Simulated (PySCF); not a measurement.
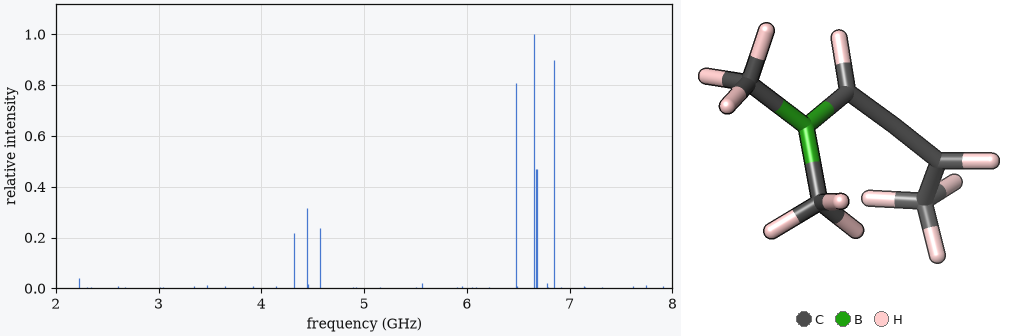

C₆H₁₁B, SMILES CC=C=CB(C)C. Simulated rotational absorption lines between 2 and 8 GHz at 5 K: rigid rotor with the equilibrium constants and dipole of one optimised conformer (PBE0-D3(BJ)/def2-SVP, PySCF 2.14.0), commonest isotopes; no centrifugal distortion, hyperfine structure, internal rotation or nuclear-spin weights; lines within 1 MHz of each other are summed.

What are the rotational constants, and what kind of rotor is it?

Rotational constants A, B, C = 5.616, 1.173, 1.049 GHz; Ray's κ = −0.95, a near-prolate asymmetric top.

Which dipole components drive the lines?

|μa|, |μb|, |μc| = 0.82, 0.07, 0.11 D; a-type lines carry 96 % of the intensity in this range.

Note: coarse grid, loose stop and no frequency check, small forces are noise and the end may be a saddle.
